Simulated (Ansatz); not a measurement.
The starting structures come from a database of crystals and need not be the phases stable at ambient conditions.

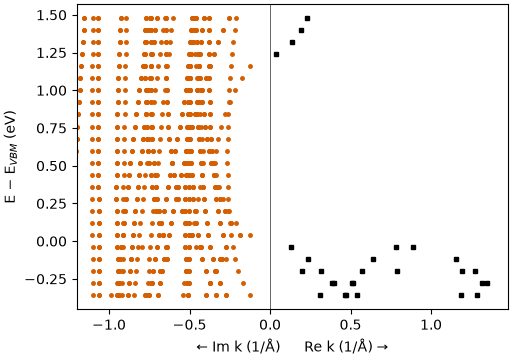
Figure: Complex bands at the centre of the two-dimensional zone; r2SCAN in Ansatz (an electronic-structure program)

No gap correction and no spin-orbit coupling; mid-gap values are interpolated between computed energies.

This is Ba2NF (R-3m, not sure to be the ambient phase, 4 atoms a cell, 23.4 Å³ an atom) along the normal of (100). Read off the slowest decay at the centre of the two-dimensional zone at 0.60 eV, the computed energy nearest the middle of the gap.

κ ≈ 0.26 1/Å, a decay length 1/(2κ) of the density of 1.9 Å.
